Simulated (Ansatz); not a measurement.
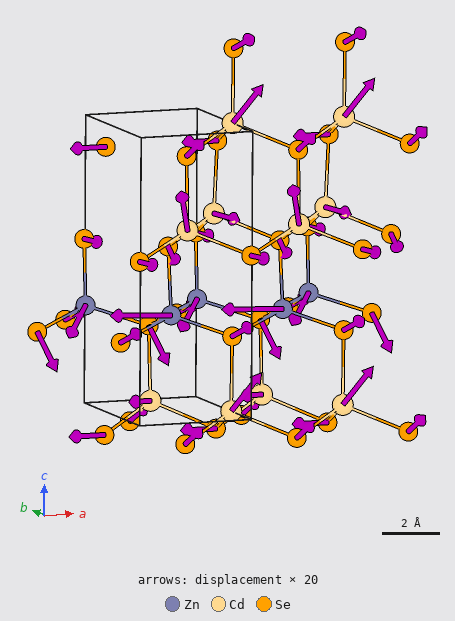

This is a relaxation of a crystal of ZnCd2Se3 (a generated structure, set up in P1) (coarse preliminary run). The starting structure is drawn; purple arrows show the displacements (the part carried along by the change of the cell is left out), magnified 20 times.

A ball-and-stick model of the cell of the calculation, repeated 2 × 1 × 1 with one cell outlined, seen slightly off an axis.

Theory: DFT PBE, scalar-relativistic, plane waves, PAW in Ansatz.

The input:
```yaml
crystal:
  lattice:
    - [2.0411190526, -3.5960339558, -0.0388943867]
    - [-6.0797666099, -3.5708669413, 0.0601176771]
    - [0.1221259358, -0.0402819665, -10.3085543779]
  atoms:
    - { symbol: Zn, position: [0.0022720838, -0.0101396153, 0.3393491686] }
    - { symbol: Zn, position: [0.531146046, 0.5083237963, 0.3315576839] }
    - { symbol: Cd, position: [0.5120387199, 0.8379054061, 0.0088840433] }
    - { symbol: Cd, position: [-0.0137809271, 0.3334263474, 0.0027936518] }
    - { symbol: Cd, position: [-0.014674198, 0.6613270175, 0.6629704121] }
    - { symbol: Cd, position: [0.5085402544, 0.1771167693, 0.6529144125] }
    - { symbol: Se, position: [0.4909699072, 0.8319837611, 0.2711677618] }
    - { symbol: Se, position: [-0.0124158219, 0.3265225364, 0.2627216424] }
    - { symbol: Se, position: [-0.0106940541, -0.0058565198, 0.5697777503] }
    - { symbol: Se, position: [0.4922796371, 0.492906015, 0.5721095123] }
    - { symbol: Se, position: [0.0188427262, 0.67306772, 0.9143003184] }
    - { symbol: Se, position: [0.4954756265, 0.173416766, 0.9114516425] }
basis:
  ecutwfc: 420
kpoints:
  mp_grid: { grid: [4, 2, 2] }
hamiltonian:
  xc: pbe
scf:
  occupations: { method: gaussian, width: 0.1 }
  lower_state_search: "off"
output:
  forces: true
  stress: true
  eigenvalues: true
relax:
  adjacent_minimum: "off"
  f_tol: 0.025
  max_steps: 60
  cell: { stress_tol: 0.25 }
```

Launched with:
```bash
ansatz run input.yaml --threads 4 --pin off --max-ram 8192MiB --backend cpu --events-out ev --progress --plain --runs-dir out
```

Question: What happened in the run?

Answer: The largest move relative to the cell is that of Zn2, 0.14 Å roughly along [−3 −1 0]. By element the largest moves are Zn 0.14 Å, Cd 0.12 Å, Se 0.10 Å. Cell: a 4.135 → 4.282 Å (+3.6 %), b 7.051 → 7.380 Å (+4.7 %), c 10.309 → 10.492 Å (+1.8 %), α 91.0° → 90.2°, β 88.9° → 89.9°, γ 89.2° → 90.1°. Volume +10.4 %. Among the contacts that change: Cd6–Se10 2.391 → 2.649 Å, Zn2–Se8 2.357 → 2.573 Å, Zn1–Se7 2.382 → 2.573 Å, Zn2–Se7 2.380 → 2.563 Å. Among the angles between lasting bonds that change: Se7–Zn2–Se8 119.2° → 112.4°, Se8–Zn2–Se10 101.2° → 106.1°, Zn1–Se7–Zn2 107.3° → 112.3°. Within 0.06 Å the space group is P1 at the start and P3m1 at the end; at a tighter tolerance small leftover displacements or strains of the cell lower it. The energy falls by 78.7 meV per atom in 4 accepted moves (5 points after the start). The largest force component goes from 1.2 to 0.017 eV/Å. The pressure goes from 6.64 to 0.01 GPa. At 1 point the geometry stayed and the basis and grid were re-selected for the new cell (energy shift of 0.6 meV per atom at most each time). Cost: 61 s on 4 threads of Arm Neoverse V2, on a shared host, peak memory 1.2 GiB.
